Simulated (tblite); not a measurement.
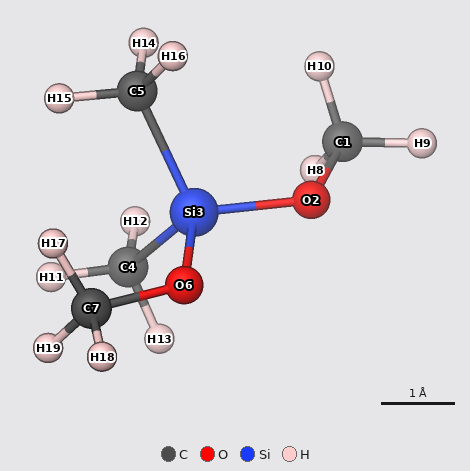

The input geometry (ball-and-stick view, seen at a tilt; atoms are numbered from 1 in the order of the input). Bond lengths as drawn: C–H 1.08 to 1.10 Å, C–O 1.41 to 1.42 Å, C–Si 1.88 to 1.89 Å and O–Si 1.65 to 1.68 Å.

## Geometry relaxation of C4H12O2Si

The run: geometry relaxation of C4H12O2Si, SMILES CO[Si](C)(C)OC. Method and program: GFN2-xTB geometry optimisation, gas phase (tblite 0.8.0).

## Input file
```
{"job": {"xc": "GFN2-xTB", "basis": "xTB", "kind": "relax"}, "charge": 0, "multiplicity": 1}
C      2.678400    -0.573000     0.201300
O      1.438700    -0.777500     0.871300
Si     0.035700    -0.159900     0.248900
C     -0.289500    -0.844500    -1.480200
C      0.137700     1.712500     0.108900
O     -1.212500    -0.591900     1.287800
C     -2.537900    -0.192200     1.002700
H      2.662900    -1.016000    -0.791900
H      3.469300    -1.058600     0.778900
H      2.905300     0.495400     0.138400
H     -1.225100    -0.460100    -1.886200
H      0.519400    -0.587100    -2.152300
H     -0.366800    -1.941500    -1.425900
H      0.958500     2.002800    -0.570500
H     -0.794200     2.137900    -0.296300
H      0.319800     2.165000     1.093900
H     -2.635000     0.898900     0.993500
H     -3.184800    -0.582500     1.804200
H     -2.889500    -0.618500     0.066100
```

The first line tells a small driver script what to run in tblite; the rest is the geometry in Å.

Launch command:
```bash
OMP_NUM_THREADS=1 python <driver script> task.json out
```

## What the program printed
```
step      E/eV     max force
  0    -669.53632    1.245
  1    -669.59245    0.331
  2    -669.60587    0.232
  3    -669.61767    0.400
  4    -669.63025    0.354
  5    -669.64175    0.254
  6    -669.65571    0.382
  7    -669.66946    0.338
  8    -669.68003    0.224
  9    -669.68751    0.198
 10    -669.69357    0.209
 11    -669.69965    0.289
 12    -669.70515    0.230
 13    -669.70873    0.132
 14    -669.71110    0.106
 15    -669.71372    0.173
 16    -669.71700    0.213
 17    -669.72013    0.154
 18    -669.72235    0.097
 19    -669.72406    0.092
 20    -669.72621    0.180
 21    -669.72987    0.259
 22    -669.73538    0.282
 23    -669.74077    0.196
 24    -669.74401    0.121
 25    -669.74625    0.109
 26    -669.74774    0.113
 27    -669.74871    0.087
 28    -669.74930    0.057
 29    -669.74971    0.059
 30    -669.75014    0.059
 31    -669.75066    0.070
 32    -669.75117    0.051
 33    -669.75156    0.040
 34    -669.75156    0.040
 35    -669.75170    0.038
 36    -669.75232    0.038
 37    -669.75250    0.040
 38    -669.75300    0.043
 39    -669.75336    0.059
 40    -669.75379    0.056
 41    -669.75411    0.042
 42    -669.75441    0.055
 43    -669.75476    0.061
 44    -669.75528    0.061
 45    -669.75589    0.066
 46    -669.75639    0.048
 47    -669.75664    0.029
 48    -669.75676    0.022
 49    -669.75685    0.025
 50    -669.75693    0.022
 51    -669.75699    0.014
 52    -669.75704    0.014
 53    -669.75710    0.017
 54    -669.75716    0.019
 55    -669.75721    0.016
 56    -669.75726    0.014
 57    -669.75731    0.014
 58    -669.75734    0.013
 59    -669.75738    0.013
 60    -669.75741    0.015
 61    -669.75745    0.015
 62    -669.75750    0.015
 63    -669.75755    0.016
 64    -669.75758    0.014
 65    -669.75760    0.011
 66    -669.75763    0.015
 67    -669.75768    0.021
 68    -669.75774    0.025
 69    -669.75781    0.019
 70    -669.75786    0.014
 71    -669.75790    0.015
 72    -669.75793    0.011
 73    -669.75794    0.007
 74    -669.75795    0.002
```

## Trajectory as extended XYZ (Å, eV, eV/Å), 12 frames, from step=0 to step=74
```
19
Properties=species:S:1:pos:R:3:forces:R:3 step=0 energy=-669.53632
C     2.6784   -0.5730    0.2013   -0.3720  -0.0690   0.5580
O     1.4387   -0.7775    0.8713   -0.0740   0.2320  -0.4250
Si    0.0357   -0.1599    0.2489   -0.3620  -0.6390   1.0050
C    -0.2895   -0.8445   -1.4802   -0.2350  -0.5480  -0.0450
C     0.1377    1.7125    0.1089    0.0910   0.8210  -0.1750
O    -1.2125   -0.5919    1.2878    0.6030   0.3550  -0.7440
C    -2.5379   -0.1922    1.0027    0.1120  -0.2510   0.6590
H     2.6629   -1.0160   -0.7919   -0.0810   0.0660  -0.0890
H     3.4693   -1.0586    0.7789   -0.1940   0.0010   0.0730
H     2.9053    0.4954    0.1384   -0.0680  -0.1230  -0.0880
H    -1.2251   -0.4601   -1.8862    0.1960  -0.1030  -0.0840
H     0.5194   -0.5871   -2.1523   -0.0670  -0.0590  -0.1840
H    -0.3668   -1.9415   -1.4259    0.0240   0.4040  -0.2020
H     0.9585    2.0028   -0.5705   -0.4440   0.0290   0.3990
H    -0.7942    2.1379   -0.2963    0.4760  -0.0860   0.1940
H     0.3198    2.1650    1.0939   -0.0380  -0.0360  -0.4250
H    -2.6350    0.8989    0.9935    0.0820  -0.1670  -0.1310
H    -3.1848   -0.5825    1.8042    0.2730   0.0790  -0.1300
H    -2.8895   -0.6185    0.0661    0.0780   0.0940  -0.1650
19
Properties=species:S:1:pos:R:3:forces:R:3 step=6 energy=-669.65571
C     2.6369   -0.5820    0.2315   -0.0280   0.0040   0.0400
O     1.4021   -0.7717    0.8668    0.0070  -0.0010   0.0420
Si    0.0274   -0.1539    0.2463   -0.0620  -0.0970   0.0280
C    -0.2937   -0.8641   -1.4827   -0.0640  -0.1040  -0.2780
C     0.1402    1.7308    0.1110    0.0370   0.3710  -0.0810
O    -1.1724   -0.5821    1.2661    0.1130  -0.0620   0.0380
C    -2.5013   -0.2151    1.0251    0.0340   0.0280   0.0390
H     2.6362   -0.9972   -0.7764   -0.0630  -0.1610  -0.0200
H     3.4107   -1.0707    0.8214   -0.0550  -0.0420   0.0530
H     2.8819    0.4763    0.1327   -0.0480   0.0890   0.1390
H    -1.2096   -0.4804   -1.9139   -0.1550   0.0290  -0.0390
H     0.4947   -0.6088   -2.1779    0.1620   0.0270  -0.1040
H    -0.3714   -1.9481   -1.4730   -0.0020  -0.0250   0.0690
H     0.9409    2.0428   -0.5480    0.1170   0.0260  -0.1000
H    -0.7688    2.1643   -0.2880   -0.1220   0.0480  -0.0300
H     0.3252    2.2020    1.0706   -0.0070  -0.0290   0.1260
H    -2.6086    0.8675    0.9799    0.0460   0.1550   0.1290
H    -3.1247   -0.6013    1.8321    0.0880  -0.0480  -0.0230
H    -2.8555   -0.5990    0.0690    0.0010  -0.2090  -0.0270
19
Properties=species:S:1:pos:R:3:forces:R:3 step=13 energy=-669.70873
C     2.5966   -0.5942    0.2644    0.0320  -0.0260   0.0300
O     1.3505   -0.7573    0.8680   -0.0110  -0.0420   0.0530
Si    0.0205   -0.1190    0.1898    0.0120  -0.0080  -0.0830
C    -0.3021   -0.8675   -1.5408   -0.0030   0.0330  -0.0160
C     0.1437    1.7845    0.0884   -0.0200  -0.0010  -0.0390
O    -1.1196   -0.5811    1.2490    0.0280  -0.0180   0.0610
C    -2.4523   -0.2294    1.0439   -0.0490  -0.0420   0.0400
H     2.5953   -1.0331   -0.7352    0.0670   0.0310  -0.0130
H     3.3453   -1.0954    0.8739    0.0170  -0.0300   0.0620
H     2.8430    0.4666    0.1876    0.0770  -0.0220  -0.0410
H    -1.2322   -0.5027   -1.9684    0.0470   0.0140  -0.0560
H     0.4981   -0.6304   -2.2372   -0.0630   0.0130  -0.0320
H    -0.3763   -1.9530   -1.4921    0.0210   0.0560   0.0580
H     0.9530    2.1049   -0.5601   -0.0030   0.0370  -0.0290
H    -0.7717    2.2255   -0.2921   -0.0170   0.0520  -0.0520
H     0.3231    2.2157    1.0710    0.0130  -0.0490   0.0050
H    -2.5632    0.8564    1.0237   -0.0660  -0.0120  -0.0280
H    -3.0484   -0.6357    1.8563   -0.0140  -0.0410   0.1250
H    -2.8130   -0.6455    0.1024   -0.0680   0.0540  -0.0460
19
Properties=species:S:1:pos:R:3:forces:R:3 step=20 energy=-669.72621
C     2.6017   -0.6108    0.2897    0.0260   0.0020  -0.0170
O     1.3364   -0.7506    0.8578   -0.0380   0.0280  -0.0200
Si    0.0167   -0.1016    0.1629    0.0190   0.0460  -0.1730
C    -0.3057   -0.8484   -1.5720    0.0120   0.0200   0.0420
C     0.1377    1.8052    0.0574    0.0020  -0.0720   0.0220
O    -1.1090   -0.5728    1.2357    0.0350  -0.0010  -0.0140
C    -2.4534   -0.2472    1.0693   -0.0280   0.0140  -0.0080
H     2.6214   -1.0470   -0.7109    0.0580  -0.0330  -0.0080
H     3.3278   -1.1204    0.9217   -0.0290  -0.0190   0.0310
H     2.8707    0.4439    0.2072    0.0580   0.0130   0.0160
H    -1.2355   -0.5002   -2.0174    0.0530  -0.0280   0.0580
H     0.4873   -0.6283   -2.2842   -0.0400  -0.0190   0.0790
H    -0.3701   -1.9308   -1.4703   -0.0150   0.0300  -0.1010
H     0.9509    2.1427   -0.5791   -0.0070  -0.0230   0.0100
H    -0.7720    2.2688   -0.3142    0.0130  -0.0310   0.0160
H     0.3208    2.1885    1.0584    0.0000   0.1020  -0.0140
H    -2.5858    0.8353    1.0488   -0.0510   0.0490   0.0390
H    -3.0163   -0.6647    1.9015   -0.0050  -0.0350   0.0370
H    -2.8333   -0.6525    0.1300   -0.0640  -0.0440   0.0040
19
Properties=species:S:1:pos:R:3:forces:R:3 step=26 energy=-669.74774
C     2.6221   -0.6340    0.3207    0.0060  -0.0060   0.0100
O     1.3185   -0.7152    0.8046    0.0080  -0.0120   0.0090
Si    0.0103   -0.0637    0.0956   -0.0100   0.0350   0.1070
C    -0.3106   -0.8321   -1.6168   -0.0050  -0.0160  -0.0210
C     0.1365    1.8390    0.0251   -0.0020   0.0290  -0.0070
O    -1.1019   -0.5432    1.1802   -0.0420   0.0250  -0.0040
C    -2.4668   -0.2673    1.1083   -0.0020  -0.0210   0.0040
H     2.7030   -1.0885   -0.6706    0.0010  -0.0060   0.0290
H     3.2652   -1.1697    1.0180    0.0520  -0.0060  -0.0110
H     2.9520    0.4062    0.2501   -0.0070  -0.0190   0.0160
H    -1.2407   -0.4955   -2.0601   -0.0470   0.0400  -0.0320
H     0.4818   -0.6233   -2.3262    0.0420   0.0370  -0.0450
H    -0.3735   -1.9110   -1.5085   -0.0130  -0.0690  -0.0370
H     0.9508    2.1813   -0.6064    0.0000  -0.0020  -0.0110
H    -0.7728    2.3069   -0.3397   -0.0090  -0.0050  -0.0180
H     0.3181    2.2190    1.0286    0.0040   0.0270  -0.0280
H    -2.6547    0.8113    1.1167    0.0280  -0.0710   0.0160
H    -2.9434   -0.7245    1.9760   -0.0180   0.0250  -0.0060
H    -2.9035   -0.6865    0.1970    0.0140   0.0140   0.0320
19
Properties=species:S:1:pos:R:3:forces:R:3 step=33 energy=-669.75156
C     2.6299   -0.6444    0.3356   -0.0200   0.0080  -0.0060
O     1.3182   -0.7127    0.8012   -0.0150  -0.0180   0.0310
Si    0.0084   -0.0584    0.0927    0.0160  -0.0090   0.0020
C    -0.3126   -0.8266   -1.6298   -0.0010   0.0160  -0.0010
C     0.1349    1.8488    0.0125   -0.0020  -0.0020  -0.0100
O    -1.1037   -0.5397    1.1782    0.0230   0.0050  -0.0170
C    -2.4713   -0.2771    1.1229    0.0130  -0.0030   0.0070
H     2.7182   -1.1023   -0.6526    0.0010  -0.0030  -0.0080
H     3.2698   -1.1823    1.0360   -0.0290   0.0010   0.0100
H     2.9664    0.3929    0.2680    0.0080   0.0070  -0.0010
H    -1.2415   -0.4837   -2.0756   -0.0100   0.0290   0.0150
H     0.4801   -0.6101   -2.3400    0.0160   0.0250   0.0150
H    -0.3785   -1.9092   -1.5398    0.0040   0.0190   0.0040
H     0.9484    2.1899   -0.6212   -0.0020  -0.0310  -0.0250
H    -0.7745    2.3145   -0.3558   -0.0120  -0.0230  -0.0210
H     0.3179    2.2443    1.0096   -0.0050  -0.0130  -0.0040
H    -2.6658    0.7982    1.1385    0.0070   0.0030  -0.0060
H    -2.9374   -0.7356    1.9947   -0.0030  -0.0120   0.0190
H    -2.9168   -0.6971    0.2176    0.0120   0.0020  -0.0040
19
Properties=species:S:1:pos:R:3:forces:R:3 step=40 energy=-669.75379
C     2.6242   -0.6448    0.3378   -0.0020  -0.0050   0.0090
O     1.3154   -0.7169    0.8080   -0.0140   0.0000   0.0110
Si    0.0107   -0.0608    0.0962   -0.0140  -0.0190   0.0150
C    -0.3108   -0.8142   -1.6281   -0.0010  -0.0040   0.0050
C     0.1336    1.8413    0.0040   -0.0030   0.0060  -0.0070
O    -1.0997   -0.5415    1.1804    0.0220  -0.0180   0.0290
C    -2.4662   -0.2789    1.1254    0.0120  -0.0040   0.0000
H     2.7129   -1.1013   -0.6506   -0.0030  -0.0210  -0.0080
H     3.2578   -1.1829    1.0412    0.0520  -0.0190   0.0100
H     2.9623    0.3918    0.2688   -0.0040   0.0170   0.0140
H    -1.2411   -0.4647   -2.0660    0.0110   0.0130  -0.0150
H     0.4850   -0.5925   -2.3329   -0.0110   0.0150  -0.0110
H    -0.3775   -1.8964   -1.5415   -0.0050  -0.0040  -0.0300
H     0.9457    2.1733   -0.6359    0.0010   0.0090  -0.0040
H    -0.7782    2.2980   -0.3689   -0.0050   0.0050  -0.0120
H     0.3150    2.2398    0.9997    0.0070   0.0310  -0.0190
H    -2.6598    0.7958    1.1385   -0.0030   0.0250   0.0110
H    -2.9305   -0.7383    1.9971   -0.0240  -0.0080   0.0220
H    -2.9088   -0.6977    0.2193   -0.0170  -0.0190  -0.0200
19
Properties=species:S:1:pos:R:3:forces:R:3 step=47 energy=-669.75664
C     2.6219   -0.6513    0.3491    0.0000  -0.0040   0.0070
O     1.3152   -0.7273    0.8274   -0.0020   0.0090  -0.0240
Si    0.0117   -0.0709    0.1115   -0.0020   0.0060  -0.0020
C    -0.3099   -0.7967   -1.6273    0.0050   0.0100   0.0090
C     0.1291    1.8329   -0.0134    0.0080  -0.0110   0.0070
O    -1.0950   -0.5529    1.1999   -0.0050   0.0070  -0.0200
C    -2.4612   -0.2859    1.1349    0.0040   0.0000   0.0020
H     2.7034   -1.1090   -0.6402    0.0060   0.0140   0.0060
H     3.2675   -1.1876    1.0445    0.0020  -0.0020   0.0110
H     2.9518    0.3885    0.2813    0.0120  -0.0150  -0.0090
H    -1.2352   -0.4286   -2.0619   -0.0050  -0.0140   0.0140
H     0.4854   -0.5560   -2.3271    0.0100  -0.0090   0.0100
H    -0.3805   -1.8807   -1.5713   -0.0070   0.0130  -0.0250
H     0.9397    2.1532   -0.6620   -0.0110  -0.0060  -0.0080
H    -0.7850    2.2776   -0.3976    0.0190  -0.0070   0.0080
H     0.3136    2.2595    0.9699   -0.0130   0.0160  -0.0050
H    -2.6488    0.7908    1.1456   -0.0110  -0.0060   0.0070
H    -2.9351   -0.7418    2.0044   -0.0020   0.0010  -0.0030
H    -2.8984   -0.7045    0.2249   -0.0060  -0.0010   0.0140
19
Properties=species:S:1:pos:R:3:forces:R:3 step=53 energy=-669.75710
C     2.6232   -0.6532    0.3517    0.0050   0.0010  -0.0030
O     1.3155   -0.7282    0.8271    0.0120   0.0030  -0.0050
Si    0.0118   -0.0715    0.1127    0.0020   0.0000   0.0060
C    -0.3094   -0.7930   -1.6273   -0.0010  -0.0020  -0.0010
C     0.1299    1.8316   -0.0150   -0.0050   0.0000  -0.0040
O    -1.0954   -0.5539    1.2002   -0.0140   0.0080  -0.0060
C    -2.4617   -0.2870    1.1372   -0.0080  -0.0020   0.0020
H     2.7051   -1.1091   -0.6383    0.0110  -0.0040   0.0080
H     3.2685   -1.1893    1.0484   -0.0140   0.0020  -0.0040
H     2.9548    0.3859    0.2821    0.0050  -0.0070   0.0060
H    -1.2357   -0.4242   -2.0584    0.0030   0.0100  -0.0060
H     0.4880   -0.5507   -2.3240   -0.0050   0.0060  -0.0040
H    -0.3826   -1.8769   -1.5820    0.0030  -0.0070   0.0060
H     0.9378    2.1484   -0.6684    0.0030   0.0010   0.0050
H    -0.7843    2.2728   -0.4016   -0.0070   0.0010  -0.0050
H     0.3115    2.2676    0.9646    0.0070  -0.0030  -0.0050
H    -2.6508    0.7896    1.1489   -0.0030  -0.0130   0.0010
H    -2.9360   -0.7431    2.0066    0.0100   0.0000  -0.0010
H    -2.9001   -0.7066    0.2281   -0.0030   0.0060   0.0110
19
Properties=species:S:1:pos:R:3:forces:R:3 step=60 energy=-669.75741
C     2.6264   -0.6548    0.3532    0.0040  -0.0030   0.0040
O     1.3169   -0.7264    0.8242    0.0030  -0.0030   0.0020
Si    0.0116   -0.0710    0.1122    0.0000   0.0010  -0.0010
C    -0.3095   -0.7904   -1.6279   -0.0010   0.0040  -0.0140
C     0.1287    1.8312   -0.0185    0.0030   0.0100  -0.0040
O    -1.0974   -0.5524    1.1979   -0.0020  -0.0030   0.0040
C    -2.4645   -0.2887    1.1403   -0.0030   0.0000   0.0010
H     2.7135   -1.1125   -0.6355   -0.0040   0.0000   0.0040
H     3.2659   -1.1925    1.0534    0.0000  -0.0010   0.0050
H     2.9621    0.3830    0.2851   -0.0010  -0.0030   0.0020
H    -1.2342   -0.4177   -2.0587   -0.0110  -0.0020  -0.0040
H     0.4872   -0.5445   -2.3239    0.0100  -0.0010  -0.0080
H    -0.3826   -1.8745   -1.5868   -0.0010   0.0020   0.0050
H     0.9370    2.1460   -0.6720    0.0040   0.0040  -0.0120
H    -0.7858    2.2701   -0.4067   -0.0030   0.0070  -0.0030
H     0.3121    2.2718    0.9584   -0.0050  -0.0060   0.0080
H    -2.6569    0.7870    1.1531    0.0010  -0.0010   0.0060
H    -2.9333   -0.7467    2.0117    0.0050  -0.0010   0.0000
H    -2.9069   -0.7078    0.2331    0.0020  -0.0050   0.0040
19
Properties=species:S:1:pos:R:3:forces:R:3 step=67 energy=-669.75768
C     2.6286   -0.6578    0.3573   -0.0080  -0.0010   0.0040
O     1.3164   -0.7248    0.8211   -0.0170   0.0020   0.0070
Si    0.0115   -0.0683    0.1086   -0.0030   0.0030  -0.0210
C    -0.3099   -0.7858   -1.6331   -0.0010  -0.0060  -0.0020
C     0.1282    1.8340   -0.0240    0.0000   0.0050   0.0020
O    -1.0976   -0.5503    1.1943    0.0200  -0.0060   0.0040
C    -2.4656   -0.2912    1.1444    0.0060  -0.0010   0.0040
H     2.7188   -1.1167   -0.6302    0.0020  -0.0030  -0.0040
H     3.2625   -1.1966    1.0617    0.0010  -0.0060   0.0060
H     2.9684    0.3786    0.2903   -0.0010   0.0060   0.0000
H    -1.2360   -0.4152   -2.0639    0.0090  -0.0010   0.0020
H     0.4876   -0.5416   -2.3294   -0.0090  -0.0020   0.0040
H    -0.3828   -1.8700   -1.5884    0.0010   0.0020  -0.0070
H     0.9364    2.1489   -0.6780   -0.0010   0.0020   0.0050
H    -0.7863    2.2741   -0.4116    0.0010  -0.0010   0.0010
H     0.3106    2.2716    0.9546    0.0030   0.0080  -0.0020
H    -2.6615    0.7835    1.1607   -0.0010   0.0110  -0.0040
H    -2.9276   -0.7512    2.0179    0.0000  -0.0090   0.0110
H    -2.9116   -0.7119    0.2401   -0.0020  -0.0010  -0.0080
19
Properties=species:S:1:pos:R:3:forces:R:3 step=74 energy=-669.75795
C     2.6268   -0.6618    0.3643    0.0010   0.0000  -0.0010
O     1.3114   -0.7222    0.8190    0.0020   0.0010   0.0000
Si    0.0106   -0.0641    0.1013    0.0010   0.0000   0.0020
C    -0.3106   -0.7825   -1.6400    0.0000   0.0010   0.0010
C     0.1276    1.8388   -0.0304    0.0000  -0.0010   0.0000
O    -1.0933   -0.5488    1.1908   -0.0010   0.0010   0.0000
C    -2.4626   -0.2954    1.1508    0.0000   0.0000   0.0000
H     2.7220   -1.1225   -0.6221    0.0010  -0.0010   0.0000
H     3.2533   -1.2028    1.0740   -0.0020  -0.0010   0.0000
H     2.9719    0.3731    0.2983   -0.0020   0.0010   0.0000
H    -1.2362   -0.4109   -2.0704   -0.0010  -0.0010  -0.0010
H     0.4863   -0.5373   -2.3364    0.0010  -0.0010   0.0000
H    -0.3835   -1.8666   -1.5970    0.0000   0.0010  -0.0010
H     0.9357    2.1539   -0.6843   -0.0010   0.0000   0.0000
H    -0.7871    2.2782   -0.4182    0.0010   0.0010   0.0000
H     0.3104    2.2776    0.9476    0.0000   0.0000  -0.0010
H    -2.6633    0.7787    1.1691    0.0010  -0.0010   0.0000
H    -2.9161   -0.7590    2.0273    0.0010   0.0000   0.0000
H    -2.9131   -0.7172    0.2488    0.0000   0.0000   0.0000
```

## Summary

```csv
quantity,value
outcome,converged
total energy,−669.7579 eV
hardware,"1 CPU thread, shared host"
wall time,0.51 s
peak memory,0.18 GiB
```
